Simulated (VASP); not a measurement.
Shape and ions are relaxed at each volume.

Energy against volume of Re (hcp). Calculation: LDA (Ceperley-Alder, Perdew-Zunger), VASP's LDA PAW potentials (set 64) (plane waves; VASP 6.6.1).

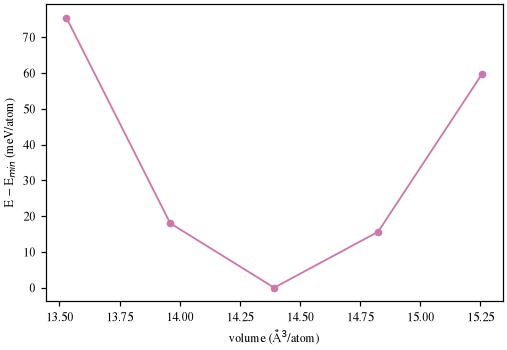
Figure: Energy against volume

Problem. Estimate the equilibrium volume and the bulk modulus.

Solution. The minimum lies near 14.4 Å³/atom, and the curvature gives B0 of about 410 GPa.

Measured: bulk modulus 369 GPa at 0 K (computed value off by +12.1 %), as given by Vázquez-Parga, Fernández-Martínez, Viñes, J. Chem. Theory Comput. (2023), doi:10.1021/acs.jctc.3c00612, Supporting … [zero-point energy and finite temperature contributions removed].

The compound is Re in the hcp structure. It was relaxed first.
